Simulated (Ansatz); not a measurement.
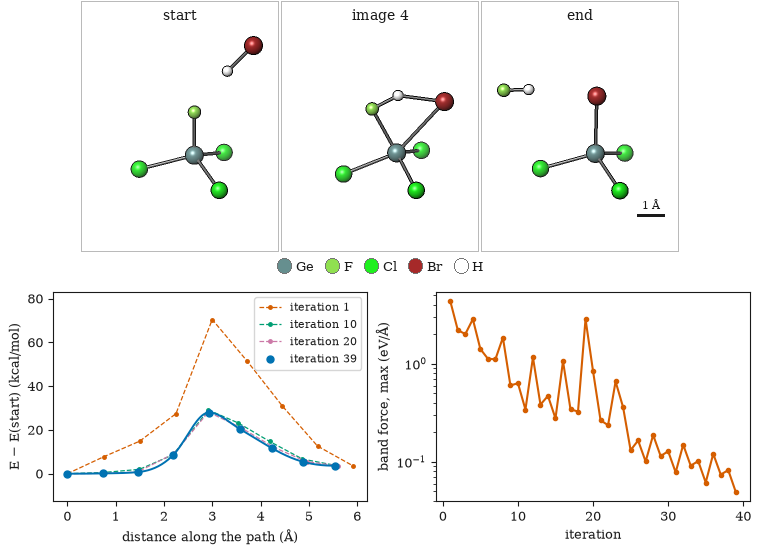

A search for the minimum-energy path of GeHBrCl3F by the nudged elastic band. Images are numbered from 0 (start) to 8 (end). The plot follows the band through its iterations. The picture is a ball-and-stick view, seen from a free direction.

Computed with RKS B3LYP/def2-SVP (Ansatz). Run with 7 movable images; climbing image from the first iteration; force threshold 0.05 eV/Å; iteration limit 60; optimiser L-BFGS; starting path through a guess of the saddle point.

Q: How did the profile develop, and is the result final?

A: The run is converged, with reservations. The band converged in 39 iterations. The largest component of the band force went from 4.3 to 0.049 eV/Å. The climbing image converged on the top of the path. Its curvatures weren't checked. The first iteration put the highest image at 70.5 kcal/mol. Forward barrier 28.0 kcal/mol, backward barrier 24.3 kcal/mol, with image 4 at the top; the reaction energy is +3.7 kcal/mol.

The run took 8.8 min on 4 threads of Intel(R) Xeon(R) 6975P-C (Granite Rapids) (shared host), peak memory 0.48 GiB.
